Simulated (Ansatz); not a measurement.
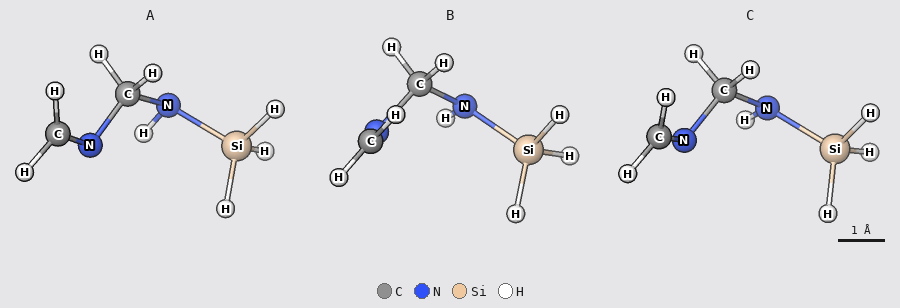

3 geometries from one relaxation of C₂H₈N₂Si (coarse preliminary run), in shuffled order. Style: ball-and-stick. Shown from a free direction.

The start comes from a force field.

Computed with RKS PBE-D4/def2-SVP (Ansatz). Set-up: force threshold 0.03 eV/Å; at most 200 steps.

Order the frames from highest to lowest energy.

A, C, B. They are steps 0, 8, 19, at +0.572 eV, +0.043 eV relative to the last. An H atom moves most after the best rigid fit: 1.07 Å. Largest moves by element: H 1.07 Å, N 0.45 Å, C 0.37 Å, Si 0.30 Å. Some distances before and after: C–H 1.177 → 1.109 Å, H–Si 1.439 → 1.504 Å, C–N 1.425 → 1.463 Å, C–N 1.245 → 1.274 Å. Bond angles that change, for instance: Si–N–H 102.2° → 115.9°, C–N–H 103.7° → 112.3°, H–C–H 100.0° → 107.1°. Groups turn about C–N by about 50°. The energy falls by 0.572 eV in 17 accepted moves (19 points after the start). The largest force component goes from 3.6 to 0.03 eV/Å. The line search rejected the trial steps at points 6, 11 of the run.
